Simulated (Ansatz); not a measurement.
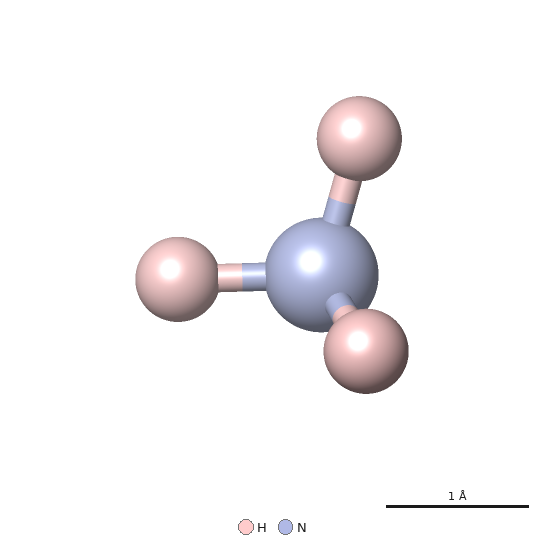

Rendered structure (ball-and-stick style). Every bond is drawn as one stick, whatever its order.

The geometry was computed by an optimisation with PBE0-D4/def2-TZVP.

Give the formula.

NH3, 4 atoms: 1 nitrogen and 3 hydrogen.

Give the symmetry (Schoenflies symbol).

C3v.

More results for the same structure follow; atom numbers are the same in all pictures, views and colours differ.

## Geometry

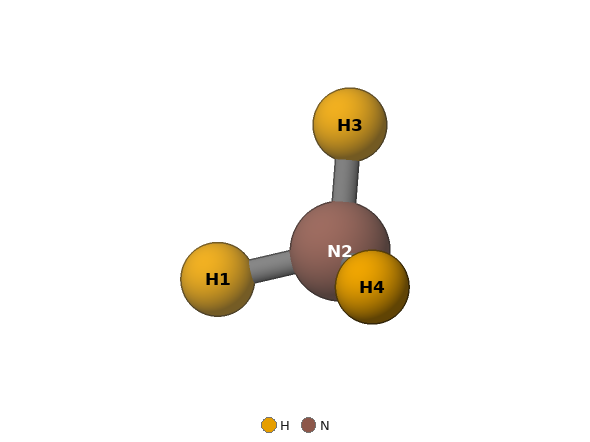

List the bonds and their lengths.

```tsv
bond	length (Å)
H1–N2	1.013
N2–H3	1.013
N2–H4	1.013
```

## Charges

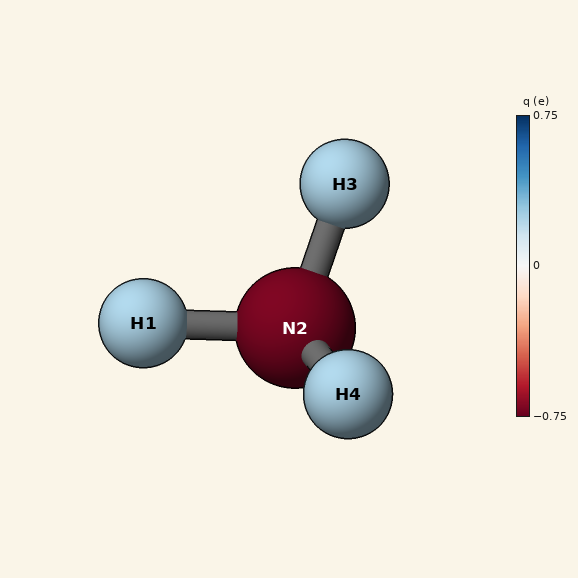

Atoms are coloured by their Mulliken charges. Properties computed with RKS PBE0-D4/def2-TZVP (Ansatz 0.2.0).

Give the Mulliken charges atom by atom.

```
atom  value (e)
  H1       0.23
  N2      −0.70
  H3       0.23
  H4       0.23
```

## Electronic properties

Level of theory: RKS PBE0-D4/def2-TZVPP (Ansatz 0.2.0).

Predict the main results.

- HOMO energy (Kohn–Sham orbital): −7.58 eV
- LUMO energy (Kohn–Sham orbital): 1.03 eV
- HOMO–LUMO gap: 8.61 eV

## Vibrations

Harmonic vibrations computed with RKS PBE0-D4/def2-TZVP (Ansatz 0.2.0) at a stationary point of the same level.

How many vibrational modes are there, and where do they lie?

6 modes: 1031, 1670, 1670, 3502, 3631, 3631 cm⁻¹.

Mulliken values depend strongly on the basis set and can even reverse the polarity of a bond.
